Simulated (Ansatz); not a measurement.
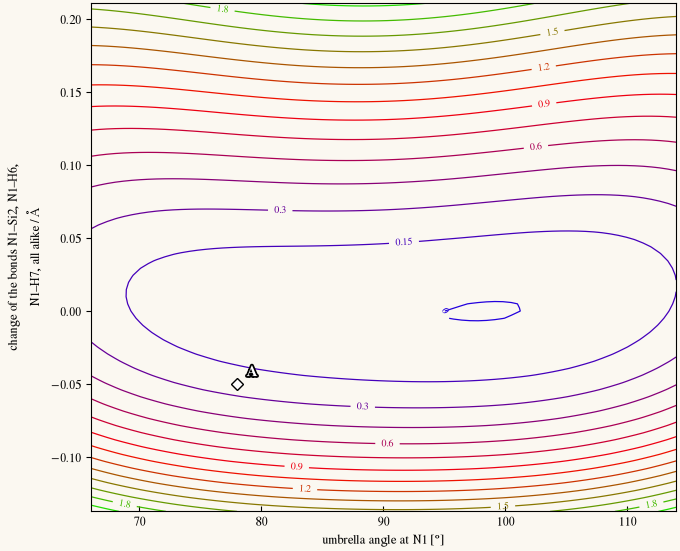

BrCl2H2NSi, SMILES N[Si](Cl)(Cl)Br. The first coordinate is: umbrella angle at N1 (between each of its bonds and their common axis; 90 is planar); the second: change of the bonds N1–Si2, N1–H6, N1–H7, all alike. Nothing is relaxed (all other coordinates rigid). Grid: 9 × 9 points. Points are written as (first, second). Energies: eV, counted from the lowest grid point. The calculation used RKS PBE0-D4/def2-SVP (Ansatz 0.2.0).

In the figure: contour lines labelled in eV, the point A. Between grid points the surface is interpolated.

Is A at rest? If not, where is it pushed?

Answer. A, at (78°, −0.050 Å), is not a stationary point. The computed force is 0.011 eV for each degree towards larger values of the first coordinate and 7.5 eV for each Å towards larger values of the second coordinate.
